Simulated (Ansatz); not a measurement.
GaHClF: several calculations on one system

**1. Relaxation**

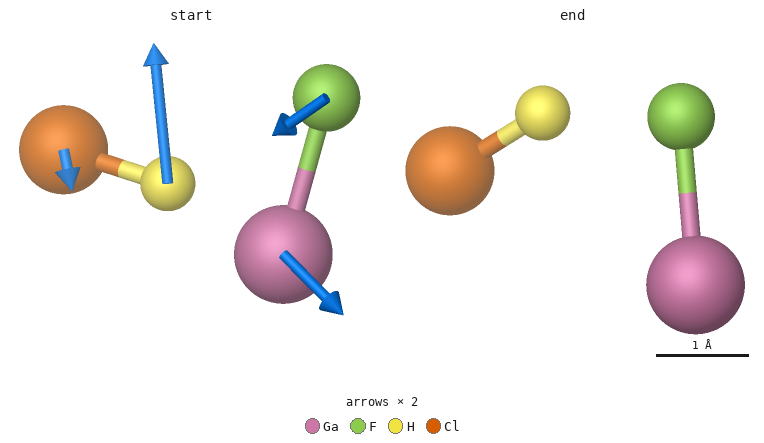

The structure of GaHClF before (left) and after (right) a relaxation, at one scale. The blue arrows give the displacements, magnified 2 times.

Style: ball-and-stick. Shown at a tilt.

The run prepares an end point of a later path (reaction) calculation, from a guessed geometry.

Level of theory: UKS B3LYP-D4/def2-SVP in Ansatz 0.2.0. Set-up: collinear spin; force threshold 0.03 eV/Å; at most 50 steps.

**Describe what moved and what it gained.**

The atom that moves furthest after the best rigid fit is the H atom (0.77 Å). Largest moves by element: H 0.77 Å, Ga 0.50 Å, F 0.40 Å, Cl 0.24 Å. Near-neighbour distances that change, for instance: Ga–H 1.629 → 2.663 Å, Cl–Ga 2.959 → 3.296 Å, F–Ga 1.789 → 1.839 Å, Cl–H 1.347 → 1.317 Å. The energy falls by 128.8 kJ/mol in 10 accepted moves (11 points after the start). Largest force component: 1.9 eV/Å at the start, 0.013 eV/Å at the end. The line search rejected the trial step at point 7 of the run.

**2. Relaxation**

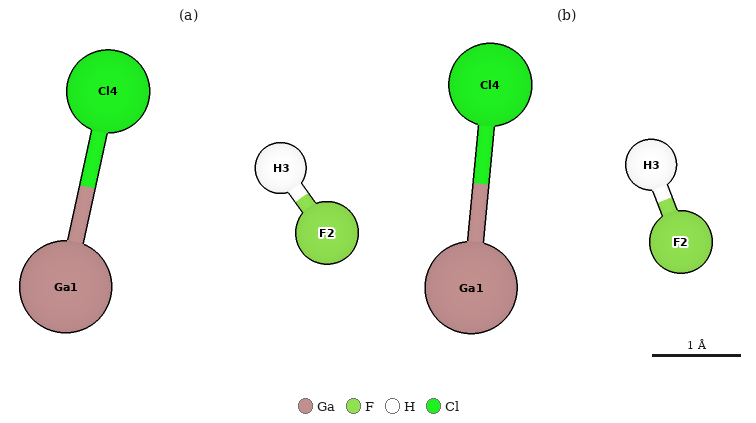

The structure of GaHClF before (left) and after (right) a relaxation, at one scale.

Style: ball-and-stick. Shown face on.

The run prepares an end point of a later path (reaction) calculation, from a guessed geometry.

Level of theory: UKS B3LYP-D4/def2-SVP in Ansatz. (collinear spin; force threshold 0.03 eV/Å; at most 50 steps)

**What changed between the two?**

Over 4 geometry steps the energy falls by 2.33 kcal/mol. Largest force component: 1.1 eV/Å at the start, 0.02 eV/Å at the end. Ga1 moves most after the best rigid fit: 0.32 Å. Largest moves by element: Ga 0.32 Å, F 0.30 Å, H 0.10 Å, Cl 0.09 Å. Near-neighbour distances that change, for instance: Ga1–F2 3.083 → 2.481 Å, Ga1–Cl4 2.295 → 2.340 Å, F2–H3 0.919 → 0.953 Å. Cost: 12 s on 2 threads of Intel(R) Xeon(R) Platinum 8259CL CPU @ 2.50GHz (Skylake/Cascade Lake) (shared host), peak memory 0.2 GiB.

**3. Path**

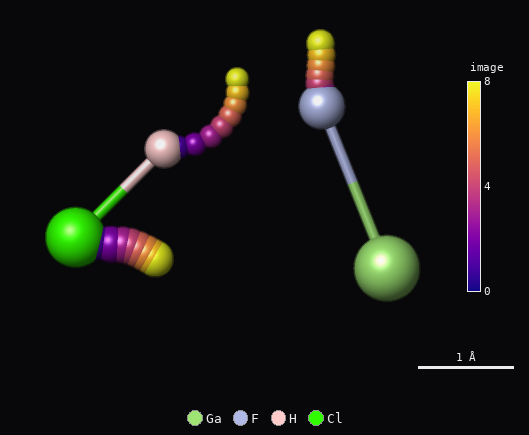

NEB run on GaHClF. Images are numbered from 0 (start) to 8 (end). The start is drawn whole; smaller spheres mark the moving atoms (F, H, Cl) in the later images, joined by lines and coloured by the number of the image. A ball-and-stick model, seen face on.

All numbers below come from UKS B3LYP-D4/def2-SVP in Ansatz 0.2.0.

Input
```yaml
crystal:
  periodic: [false, false, false]
  atoms:
    - { symbol: Ga, position_ang: [-1.036899, -1.284962, -0.663781] }
    - { symbol: F, position_ang: [-0.046167, 0.150102, -1.246841] }
    - { symbol: H, position_ang: [0.51917, 0.648515, 0.302484] }
    - { symbol: Cl, position_ang: [0.563797, 0.486345, 1.608238] }
magnetization:
  spin_polarized: true
basis:
  gaussian: { orbitals: def2-SVP }
hamiltonian:
  xc: b3lyp
  dispersion: d4
neb:
  order_check: false
  images: 7
  f_tol: 0.03
  max_iterations: 60
  final_atoms:
    - { symbol: Ga, position_ang: [-0.94864388, -1.27549808, -0.02011867] }
    - { symbol: F, position_ang: [0.24355746, 0.53671905, -1.22455764] }
    - { symbol: H, position_ang: [0.50984987, 0.74452929, -0.33314075] }
    - { symbol: Cl, position_ang: [0.19513755, -0.00575026, 1.57791706] }
  initial_path:
    images:
      - { positions_ang: [[-1.036899, -1.284962, -0.663781], [-0.046167, 0.150102, -1.246841], [0.51917, 0.648515, 0.302484], [0.563797, 0.486345, 1.608238]] }
      - { positions_ang: [[-0.9950521, -1.24869554, -0.54776876], [0.00654508, 0.22019715, -1.23412391], [0.47663425, 0.60232562, 0.22574977], [0.51177377, 0.42617277, 1.5562429]] }
      - { positions_ang: [[-0.95320519, -1.21242908, -0.43175653], [0.05925715, 0.2902923, -1.22140682], [0.4340985, 0.55613624, 0.14901554], [0.45975055, 0.36600054, 1.50424781]] }
      - { positions_ang: [[-0.91135829, -1.17616262, -0.31574429], [0.11196923, 0.36038745, -1.20868973], [0.39156274, 0.50994687, 0.07228131], [0.40772732, 0.30582831, 1.45225271]] }
      - { positions_ang: [[-0.86951139, -1.13989616, -0.19973205], [0.16468131, 0.4304826, -1.19597264], [0.34902699, 0.46375749, -0.00445292], [0.35570409, 0.24565607, 1.40025761]] }
      - { positions_ang: [[-0.88929451, -1.17379664, -0.15482871], [0.18440035, 0.45704171, -1.20311889], [0.38923271, 0.53395044, -0.08662488], [0.31556246, 0.18280449, 1.44467248]] }
      - { positions_ang: [[-0.90907764, -1.20769712, -0.10992536], [0.20411938, 0.48360082, -1.21026514], [0.42943843, 0.60414339, -0.16879684], [0.27542082, 0.11995291, 1.48908734]] }
      - { positions_ang: [[-0.92886076, -1.2415976, -0.06502202], [0.22383842, 0.51015994, -1.21741139], [0.46964415, 0.67433634, -0.2509688], [0.23527919, 0.05710132, 1.5335022]] }
      - { positions_ang: [[-0.94864388, -1.27549808, -0.02011867], [0.24355746, 0.53671905, -1.22455764], [0.50984987, 0.74452929, -0.33314075], [0.19513755, -0.00575026, 1.57791706]] }
```

Command:
```bash
ansatz run input.yaml --threads 2 --pin off --max-ram 3072MiB --backend cpu --events-out ev --progress --plain --runs-dir out
```

**What moves, how far, and at what cost in energy?**

Breaking: F–Ga (1.84 → 2.48 Å), Cl–H (1.32 → 2.08 Å). Forming: F–H (1.72 → 0.95 Å), Cl–Ga (3.30 → 2.34 Å). The highest point, image 3, lies 2.4 kcal/mol above the start and 7.2 kcal/mol above the end; the end is at −4.8 kcal/mol relative to the start. The band converged in 7 iterations, with a climbing image at the top.
